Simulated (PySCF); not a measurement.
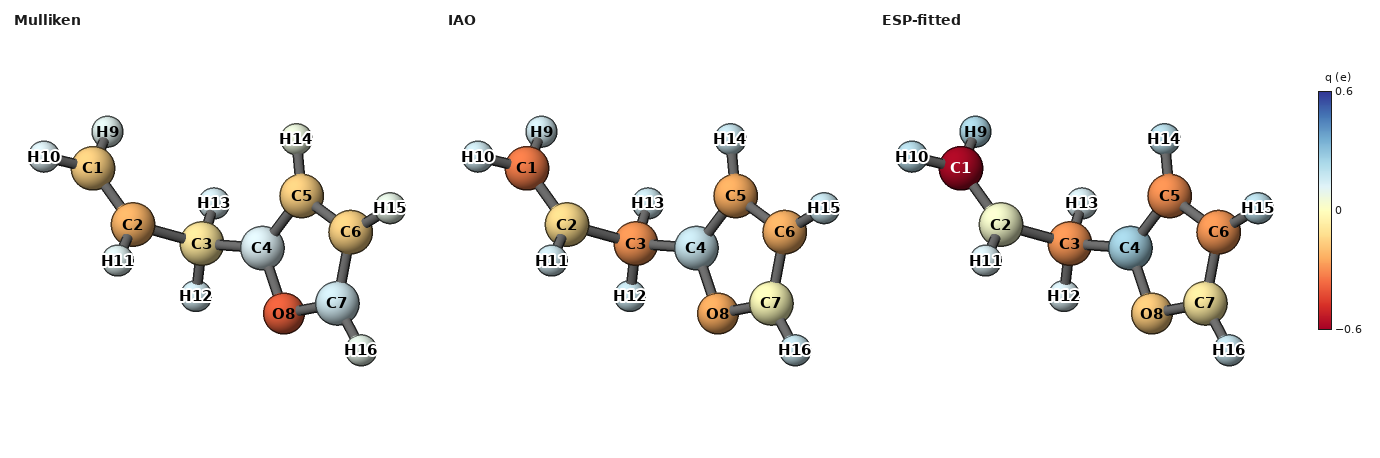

Atomic charges of one calculation by 3 schemes, on one colour scale. The geometry was computed by an optimisation with GFN2-xTB. No frequency run is at hand to confirm it as a minimum. Computed with PBE0/pcSseg-1 (PySCF 2.14.0).

Question: Which scheme gives the most polar picture (largest mean size of the charges)?

Answer: The ESP-fitted charges are the largest in size here, and the Mulliken charges the smallest.

Question: On which atom do the schemes disagree most?

Answer: On C1 (from −0.58 to −0.15 e).

List the charges (e), one line for each set of equivalent atoms.

| atom | Mulliken | IAO | ESP-fitted |
| --- | --- | --- | --- |
| C1 | −0.15 | −0.33 | −0.58 |
| C2 | −0.22 | −0.12 | 0.03 |
| C3 | −0.09 | −0.28 | −0.28 |
| C4 | 0.12 | 0.16 | 0.25 |
| C5 | −0.15 | −0.23 | −0.29 |
| C6 | −0.15 | −0.22 | −0.27 |
| C7 | 0.15 | −0.01 | −0.07 |
| O8 | −0.38 | −0.24 | −0.17 |
| H9 | 0.11 | 0.14 | 0.23 |
| H10 | 0.12 | 0.15 | 0.20 |
| H11 | 0.11 | 0.15 | 0.13 |
| H12 | 0.15 | 0.16 | 0.13 |
| H13 | 0.13 | 0.15 | 0.13 |
| H14 | 0.07 | 0.16 | 0.20 |
| H15 | 0.09 | 0.17 | 0.20 |
| H16 | 0.09 | 0.17 | 0.17 |
